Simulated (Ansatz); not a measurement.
# Ru2Si: pressure series

Take Ru2Si (space group Pnma, No. 62; a cell from a computed database, its experimental status unchecked) as the base.

```xyz
12
Lattice="5.2349 0.0000 0.0000 0.0000 3.9914 0.0000 0.0000 0.0000 7.3872" Properties=species:S:1:pos:R:3 pbc="T T T"
Si     1.5784     0.9978     6.6582
Si     3.6565     2.9935     0.7290
Si     1.0390     2.9935     2.9646
Si     4.1959     0.9978     4.4226
Ru     2.6991     2.9935     5.8116
Ru     2.5358     0.9978     1.5756
Ru     5.1533     0.9978     2.1180
Ru     0.0816     2.9935     5.2692
Ru     4.3574     0.9978     6.9116
Ru     0.8775     2.9935     0.4756
Ru     3.4950     2.9935     3.2180
Ru     1.7399     0.9978     4.1692
```

Cell and atoms are relaxed at each pressure.

Method: DFT with PBEsol, PAW potentials and a 420 eV plane-wave cutoff in Ansatz (a quantum-chemistry and plane-wave program), no spin-orbit coupling.

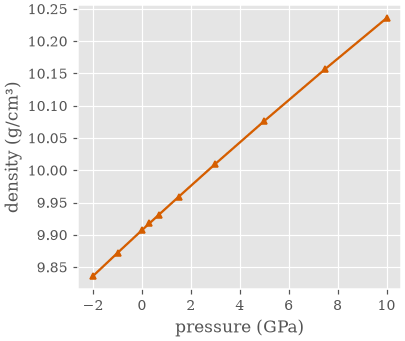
Figure: Density against pressure

From the plot, what is the density for pressure 0.3 GPa?

About 9.92 g/cm³.

Is the trend monotonic over the range shown?

Yes, it rises throughout, spanning 9.84 g/cm³ to 10.24 g/cm³.

Load acts through the strain it causes; cell and atoms are relaxed under it. No phonon test of stability was made. No other phases were tried under pressure. The final runs are not spin-polarised.
